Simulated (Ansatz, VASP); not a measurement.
# BaZrO3: VASP beside Ansatz

One calculation is typed for both programs; each brings its own data sets. How far apart do they land? The cell is taken from a series of VASP runs on this material, whose earlier steps may have relaxed, scaled or displaced it; both programs get it as it stands. Other levels of theory on this material are compared in a session of their own. Valence electrons are named where the data sets of a main pair hold unlike numbers.

Calculated with Ansatz 0.2.0; plane waves, with VASP 6.6.1 beside it; band structure at LDA.

## (1) Starting point

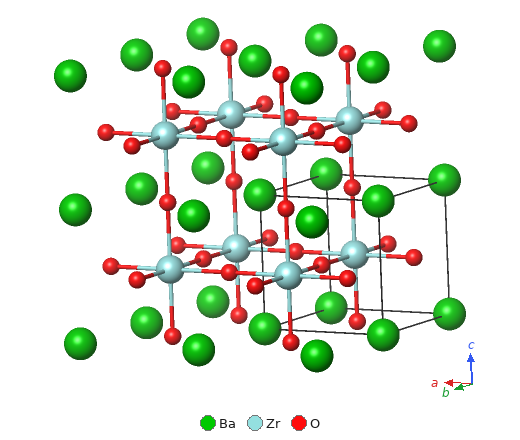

The starting structure, seen from a free direction (barium green, zirconium light teal, oxygen red). 2×2×2 cells are drawn. Some periodic images of atoms are drawn too.

## (2) Ansatz: band structure, LDA

Ansatz runs on its default PAW (the set named soft_2) files.

The same path points are solved in both programs, so levels can be compared one by one.

File input.yaml:

```yaml
crystal:
  lattice:
    - [4.1594782607, 0.0, 0.0]
    - [0.0, 4.1594782607, 0.0]
    - [0.0, 0.0, 4.1594782607]
  atoms:
    - { symbol: Ba, position: [0.0, 0.0, 0.0] }
    - { symbol: Zr, position: [0.5, 0.5, 0.5] }
    - { symbol: O, position: [0.5, 0.5, 0.0] }
    - { symbol: O, position: [0.5, 0.0, 0.5] }
    - { symbol: O, position: [0.0, 0.5, 0.5] }
hamiltonian:
  xc: lda
  pseudopotentials: { kind: paw }
kpoints:
  mp_grid: { grid: [5, 5, 5] }
  band_path:
    path:
      - [0.0, 0.0, 0.0]
      - [0.0, 0.1, 0.0]
      - [0.0, 0.2, 0.0]
      - [0.0, 0.3, 0.0]
      - [0.0, 0.43333, 0.0]
      - [0.0, 0.5, 0.0]
      - [0.1, 0.5, 0.0]
      - [0.2, 0.5, 0.0]
      - [0.33333, 0.5, 0.0]
      - [0.43333, 0.5, 0.0]
      - [0.5, 0.5, 0.0]
      - [0.36667, 0.36667, 0.0]
      - [0.26667, 0.26667, 0.0]
      - [0.16667, 0.16667, 0.0]
      - [0.06667, 0.06667, 0.0]
      - [0.03333, 0.03333, 0.03333]
      - [0.13333, 0.13333, 0.13333]
      - [0.23333, 0.23333, 0.23333]
      - [0.33333, 0.33333, 0.33333]
      - [0.46667, 0.46667, 0.46667]
      - [0.5, 0.5, 0.5]
      - [0.46667, 0.5, 0.46667]
      - [0.36667, 0.5, 0.36667]
      - [0.23333, 0.5, 0.23333]
      - [0.13333, 0.5, 0.13333]
      - [0.03333, 0.5, 0.03333]
      - [0.5, 0.5, 0.03333]
      - [0.5, 0.5, 0.16667]
      - [0.5, 0.5, 0.26667]
      - [0.5, 0.5, 0.36667]
      - [0.5, 0.5, 0.5]
    npoints: 1
scf:
  occupations: { method: fermi_dirac, width: 0.05 }
  n_extra_bands: 8
output:
  forces: true
  stress: true
  eigenvalues: true
  write_density: true
  write_potential: true
  elf: true
  volumetric_format: npy
```

Run with:

```console
$ ansatz run input.yaml --threads 2 --pin off --max-ram 4608MiB --backend cpu --events-out ev --progress --plain --runs-dir out
```

Numbers of over 12 decimals in the logs are rounded to 6 here.

Output:

```text
scf.n_extra_bands = 8 over 20 filled bands (N_el = 40.0): the run solves 28 bands
Engine: ansatz 0.2.0, x86_64-unknown-linux-gnu
Pseudopotentials: kind: paw
Pseudopotential: Ba, paw, valence charge 10, recommended cutoff 420 eV (normal), Ba.paw.azcp
Pseudopotential: Zr, paw, valence charge 12, recommended cutoff 420 eV (normal), Zr.paw.azcp
Pseudopotential: O, paw, valence charge 6, recommended cutoff 420 eV (normal), O.paw.azcp
Functional definition: SPW92
  exchange = slater_x
  correlation = pw_c
Crystal: 5 atoms, lattice volume = 71.964 Å³
Basis set: ecut = 420 eV, 1365 PW (Γ)
Bands: 28, of which v1, the nominal top of the filled ones, is band 20 counted from 1 (19 counted from 0)
Symmetry: 48 space group operations
Space group: Pm-3m (ITA 221), of the structure as read, at distance tolerance 4.2e-5 Å
k-points: 10 of 125
Non-local potential: Ba, projectors of the file, l = 0: 3, l = 1: 2, l = 2: 2, l = 3: 2
Non-local potential: Zr, projectors of the file, l = 0: 3, l = 1: 2, l = 2: 2, l = 3: 2
Non-local potential: O, projectors of the file, l = 0: 2, l = 1: 2, l = 2: 1
PAW form: soft (Blöchl's): semilocal exchange-correlation on the pseudo side does not see the compensation charge
PAW frozen core: Ba, regenerated for the run's functional, and the local potential with it (the file was generated under x = pbe(κ = 0.804, μ = 0.219515), c = pbe(β = 0.066725))
PAW frozen core: Zr, regenerated for the run's functional, and the local potential with it (the file was generated under x = pbe(κ = 0.804, μ = 0.219515), c = pbe(β = 0.066725))
PAW frozen core: O, regenerated for the run's functional, and the local potential with it (the file was generated under x = pbe(κ = 0.804, μ = 0.219515), c = pbe(β = 0.066725))
PAW one-centre angular grid: Ba, 194 points (default); XC on 64 Gauss nodes
PAW one-centre angular grid: Zr, 590 points (default); XC on 64 Gauss nodes
PAW one-centre angular grid: O, 110 points (default); XC on 64 Gauss nodes
Initial density: superposition of atomic densities (neutral atoms: chi_scale 0, normalization atom), corrected by the library's trained network
Initial wavefunctions: pseudopotential atomic-orbital guess
Functional: x = slater, c = lda
SCF iter   1: F=—  HF=-11532.431175 eV  |F-HF|=—  |Δ(HF+E_count)|=         —  Δρ=1.62e-2  dr2=1.75e-1  ethr=1.77e-3  ⟨swp⟩=7.9  Hψ=1532  notcnv=0  defer=2
preconditioner: auto → Resta (q_TF=auto, 2.474 Å⁻¹)  ε∞=3.6  [insulator: Δε(μ)=3.031 eV  Ē_g=16.858 eV  σ=0.050 eV  W_gap=1.00  n_scr=18 (ndim 8)  ℏωp=27.0 eV  f_vac=0.000  D(μ)=0.00/eV (n_scr^D=0)  ε∞_Penn≈3.6]
SCF iter   2: F=—  HF=-11532.390207 eV  |F-HF|=—  |Δ(HF+E_count)|=   4.10e-2  Δρ=5.86e-3  dr2=1.19e-2  ethr=4.39e-4  ⟨swp⟩=2.4  Hψ=535  notcnv=0  defer=24
SCF iter   3: F=—  HF=-11532.387119 eV  |F-HF|=—  |Δ(HF+E_count)|=   3.09e-3  Δρ=2.05e-3  dr2=1.61e-3  ethr=2.98e-5  ⟨swp⟩=2.0  Hψ=433  notcnv=0  defer=24
SCF iter   4: F=—  HF=-11532.386682 eV  |F-HF|=—  |Δ(HF+E_count)|=   4.36e-4  Δρ=2.60e-4  dr2=2.18e-5  ethr=4.02e-6  ⟨swp⟩=2.0  Hψ=359  notcnv=0  defer=24
SCF iter   5: F=—  HF=-11532.386679 eV  |F-HF|=—  |Δ(HF+E_count)|=   3.77e-6  Δρ=3.72e-5  dr2=9.53e-7  ethr=5.45e-8  ⟨swp⟩=2.0  Hψ=413  notcnv=0  defer=24
SCF iter   6: F=-11532.386679 eV  HF=-11532.386679 eV  |F-HF|=1.38e-8  |Δ(HF+E_count)|=   2.20e-7  Δρ=6.67e-6  dr2=3.03e-8  ethr=2.50e-10  ⟨swp⟩=14.4  Hψ=2319  notcnv=0
SCF 1 converged in 6 iterations: F = -11532.386679 eV  dr2 = 3.03e-8
  greatest PAW one-centre occupation: 0.997 electrons in one spin orbital (limit 2), on the Zr atom at site 1 (counted from 0), in its partial waves of l = 0
NSCF: frozen V_eff on 31 k-points
SCF converged after 6 iterations
Free energy (F): -11532.386679 eV
Harris-Foulkes:  -11532.386679 eV  (|F-HF|=1.38e-8)
Internal energy: -11532.386679 eV  (E = F + TS)
E sigma→0 (E₀):  -11532.386679 eV
Fermi energy:    11.332908 eV
--- Per-component energies (eV) ---
  E_band       = -89.513103
  E_kinetic    = 1031.936764
  E_local      = -1919.312764  (includes V_loc(G=0)·N_el)
  E_nonlocal   = 289.072180
  E_hartree    = 675.886288
  E_xc         = -549.727432
  E_vxc        = -612.441559  (∫ρ·V_xc dr)
  E_paw        = -8346.781640  (= ΣΔE_a)
  E_vpaw       = -230.551359  (= ΣTr[D̂ρ^β])
  E_aug_tail   = 0.007655  (compensation charges beyond the density's cutoff)
  E_ewald      = -2714.411410
  E_core_change = 0.943681  (= ΣΔE_core)
  E_smearing   = -0.000000  (= −TS)
  E_closure    = -0.000000  (closes the sum)
  Σ components = -11532.386679   (vs F -11532.386679, Δ=0.00e0)
--- Forces (eV/Å), atoms counted from 1 ---
  atom   1  Ba     0.00000000     0.00000000     0.00000000
  atom   2  Zr     0.00000000    -0.00000000    -0.00000000
  atom   3  O      0.00000000    -0.00000000    -0.00000000
  atom   4  O      0.00000000    -0.00000000     0.00000000
  atom   5  O      0.00000000     0.00000000     0.00000000
  max |Σ_I F_I| component: 9.09e-29 eV/Å
--- Stress (GPa, compression-positive) ---
       -1.501042       0.000000       0.000000
        0.000000      -1.501042       0.000000
        0.000000       0.000000      -1.501042
  P = ⅓ Tr σ = -1.5010 GPa (-15.010 kbar)
--- Band table (eV; the first three rows and the last of 10) ---
  k-point 0: bands = [... 16 lower, 8.6992, 9.5873, 9.5873, 9.5873, 12.9284, 12.9284, 12.9284, 14.4050, ... 4 higher]
  k-point 1: bands = [... 16 lower, 8.4310, 8.7136, 9.4761, 9.4761, 13.0484, 13.7990, 13.7990, 15.0130, ... 4 higher]
  k-point 2: bands = [... 16 lower, 8.0179, 8.0639, 9.3752, 9.3752, 13.2727, 15.2727, 15.2727, 16.0656, ... 4 higher]
  k-point 9: bands = [... 16 lower, 7.2419, 9.5230, 9.5230, 9.6382, 15.8332, 15.9953, 15.9953, 16.8807, ... 4 higher]
```

Wall time 1.2 s (2 threads of Intel Xeon Platinum 8488C (Sapphire Rapids), shared host); peak memory 0.4 GiB.

In the SCF lines HF is the Harris–Foulkes energy and dr2 the Hartree energy of the density residual, in eV; the loop may stop once dr2 is under the threshold and the program's other checks hold. Hψ counts applications of the Hamiltonian.

## (3) VASP: band structure, LDA

The same cell, functional (in two slightly different forms), mesh and smearing now go to VASP, with its own data sets.

Lines of VASP's logs that name or quote its potential files are left out, and so is its time.

File INCAR:

```
SYSTEM = BaZrO3
PREC = Accurate
ENCUT = 520
EDIFF = 1E-06
NELM = 100
ISMEAR = -1
SIGMA = 0.05
LREAL = .FALSE.
ALGO = Normal
GGA = CA
NBANDS = 35
LORBIT = 11
LWAVE = .FALSE.
LCHARG = .FALSE.
KPAR = 2
```

File POSCAR:

```
BaZrO3
1.0
    4.1594782607      0.0000000000      0.0000000000
    0.0000000000      4.1594782607      0.0000000000
    0.0000000000      0.0000000000      4.1594782607
Ba Zr O
1 1 3
Direct
    0.0000000000      0.0000000000      0.0000000000
    0.5000000000      0.5000000000      0.5000000000
    0.5000000000      0.5000000000      0.0000000000
    0.5000000000      0.0000000000      0.5000000000
    0.0000000000      0.5000000000      0.5000000000
```

File KPOINTS:

```
Automatic mesh
0
Gamma
5 5 5
0 0 0
```

File KPOINTS_OPT:

```
Line mode
16
Line-mode
Reciprocal
  0.00000000   0.00000000   0.00000000 GAMMA
  0.00000000   0.50000000   0.00000000 X

  0.00000000   0.50000000   0.00000000 X
  0.50000000   0.50000000   0.00000000 M

  0.50000000   0.50000000   0.00000000 M
  0.00000000   0.00000000   0.00000000 GAMMA

  0.00000000   0.00000000   0.00000000 GAMMA
  0.50000000   0.50000000   0.50000000 R

  0.50000000   0.50000000   0.50000000 R
  0.00000000   0.50000000   0.00000000 X

  0.50000000   0.50000000   0.00000000 M
  0.50000000   0.50000000   0.50000000 R
```

The projector-augmented-wave data sets are Ba_sv, Zr_sv and O (LDA family, release 64).

Run with:

```console
$ mpirun -np 2 vasp_std
```

Output:

```text
[banner, memory and clock lines left out]
running    2 mpi-ranks, on    1 nodes
 distrk:  each k-point on    1 cores,    2 groups
 distr:  one band on    1 cores,    1 groups

 POSCAR found type information on POSCAR BaZrO
 POSCAR found :  3 types and       5 ions
 LDA part: xc-table for (Slater(with rela. corr.)+CA(PZ))
 , standard interpolation
 POSCAR, INCAR and KPOINTS ok, starting setup
 FFT: planning ... GRIDC
 FFT: planning ... GRID_SOFT
 FFT: planning ... GRID
 WAVECAR not read
 entering main loop
       N       E                     dE             d eps       ncg     rms          rms(c)
DAV:   1     0.282449352933E+03    0.28245E+03   -0.21325E+04   700   0.112E+03
DAV:   2    -0.335824345601E+02   -0.31603E+03   -0.30250E+03   835   0.299E+02
DAV:   3    -0.525416752728E+02   -0.18959E+02   -0.18817E+02  1029   0.658E+01
DAV:   4    -0.530698225256E+02   -0.52815E+00   -0.52630E+00   988   0.806E+00
DAV:   5    -0.530740267482E+02   -0.42042E-02   -0.42040E-02   903   0.723E-01    0.306E+01
DAV:   6    -0.460649464574E+02    0.70091E+01   -0.20398E+01   776   0.301E+01    0.118E+01
DAV:   7    -0.458247982912E+02    0.24015E+00   -0.18556E+00   876   0.713E+00    0.959E+00
DAV:   8    -0.457644479140E+02    0.60350E-01   -0.44647E-01   834   0.450E+00    0.338E+00
DAV:   9    -0.457400783737E+02    0.24370E-01   -0.74544E-02   791   0.172E+00    0.611E-01
DAV:  10    -0.457399745203E+02    0.10385E-03   -0.55617E-03   872   0.543E-01    0.144E-01
DAV:  11    -0.457398983383E+02    0.76182E-04   -0.57687E-04   783   0.186E-01    0.332E-02
DAV:  12    -0.457399015169E+02   -0.31786E-05   -0.35581E-05   874   0.388E-02    0.386E-02
DAV:  13    -0.457398992033E+02    0.23137E-05   -0.46386E-06   808   0.175E-02    0.204E-03
DAV:  14    -0.457398992419E+02   -0.38621E-07   -0.33056E-07   441   0.402E-03
   1 F= -.45739899E+02 E0= -.45739899E+02  d E =-.635277E-10
 Start KPOINTS_OPT (optional k-point list driver)
k-point batch [1-10\96]
       N       E                     dE             ncg
DAV:   1    -0.133919976347E+03   -0.24613E+04      700
DAV:   2    -0.305083425815E+04   -0.29169E+04      859
DAV:   3    -0.323384520908E+04   -0.18301E+03     1037
DAV:   4    -0.323704035197E+04   -0.31951E+01     1029
DAV:   5    -0.323706840257E+04   -0.28051E-01      917
DAV:   6    -0.323706860282E+04   -0.20025E-03      912
DAV:   7    -0.323706860922E+04   -0.64039E-05      850
DAV:   8    -0.323706860943E+04   -0.20429E-06      629
[...]
k-point batch [91-96\96]
       N       E                     dE             ncg
DAV:   1     0.556033098474E+04   -0.88797E+04      420
DAV:   2     0.372220417836E+04   -0.18381E+04      502
DAV:   3     0.359504222396E+04   -0.12716E+03      704
DAV:   4     0.359264067317E+04   -0.24016E+01      576
DAV:   5     0.359260100268E+04   -0.39670E-01      529
DAV:   6     0.359260072631E+04   -0.27638E-03      528
DAV:   7     0.359260072054E+04   -0.57716E-05      521
DAV:   8     0.359260072040E+04   -0.13308E-06      384
```

(Part 1 of 2 ends here.)

[Lines on the potential files, build, host, timing and source positions are cut from VASP's logs without a mark.]

[Logs are printed without paths, hosts, clocks, repeated set-up lines and the standing remarks that a program may print on its own settings, such as how far it seeks lower states.]

[Hosts, paths, dates, database ids (printed as entryN), source tags and the programs' standing remarks are cut or masked in the printed files.]
